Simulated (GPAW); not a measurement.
**BaTiO3 (P4mm): how ε∞ follows the gap**

The empty bands of BaTiO3 (P4mm) are shifted up rigidly by Δ, and ε∞ along x is computed for each shift. x, y and z are the Cartesian axes of the input cell.

The structure is tetragonal, space group P4mm (No. 99). The conventional cell has a = 4.000 Å, b = 4.000 Å, c = 4.018 Å, α = 90.00°, β = 90.00°, γ = 90.00°. Around Ba on site a lie 12 O at 2.79 to 2.88 Å. Around Ti on site b lie 6 O at 1.89 to 2.13 Å. O on site c is surrounded by 2 Ti at 2.00 Å. O on site b is surrounded by 2 Ti at 1.89 to 2.13 Å.

Method: GPAW 26.7.0, LDA, RPA, k-mesh 8×8×8, local fields up to 50 eV, Lorentzian half width 0.15 eV.

Launch of the response step: `OMP_NUM_THREADS=1 python df.py`. The series took 7.3 min in all, its band step included, on 1 thread of Arm Neoverse V2, on a shared host.

| Δ (eV) | ε∞ along x |
| --- | --- |
| 0.00 | ? |
| 0.40 | 5.831 |
| 0.80 | 5.538 |
| 1.20 | 5.285 |
| 1.60 | 5.064 |
| 2.00 | 4.870 |

With one effective transition at E₀ and fixed dipole strength, ε∞ − 1 = A/(E₀ + Δ), so 1/(ε∞ − 1) is linear in Δ.

Working, on the rows shown:

| x = Δ (eV) | y = 1/(ε∞ − 1) |
| --- | --- |
| 0.4 | 0.206996 |
| 0.8 | 0.220361 |
| 1.2 | 0.233372 |
| 1.6 | 0.246063 |
| 2 | 0.258398 |

Means: x̄ = 1.2, ȳ = 0.23304. Σ(x − x̄)(y − ȳ) = 0.0514, Σ(x − x̄)² = 1.6. Slope = 0.0514 / 1.6 = 0.03213; intercept = ȳ − slope · x̄ = 0.19449. Turned back into ε∞ along x, the line misses the rows shown by at most 0.0079.

Task: Predict the last column of the withheld row from the fit.

Result: At x = 0 the line gives y = 0.19449, that is 6.142. The run gave 6.178, so the extrapolation is off by 0.036, 3 % of the range in the table.

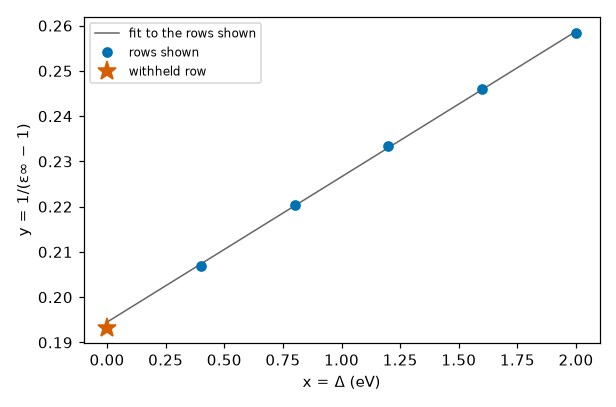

Refitted with all rows, the slope is 0.03261 and the intercept 0.19377. These give E₀ = intercept/slope = 5.9 eV, far above the least direct gap of 2.00 eV: most of the screening comes from transitions well over the edge. Over the first step ε∞ falls by 14 % per eV. The cell comes from an older database entry, whose edges can be off by a per cent or so. Excitons are left out; LDA gaps are as a rule too small. The values come from a sum over the points of one k-mesh and carry its error, which grows as the direct gap shrinks. This version of GPAW has incomplete matrix elements in the optical limit, which can lower ε − 1 by up to a tenth where first-row anions or d states rule. Spin-orbit coupling is left out.
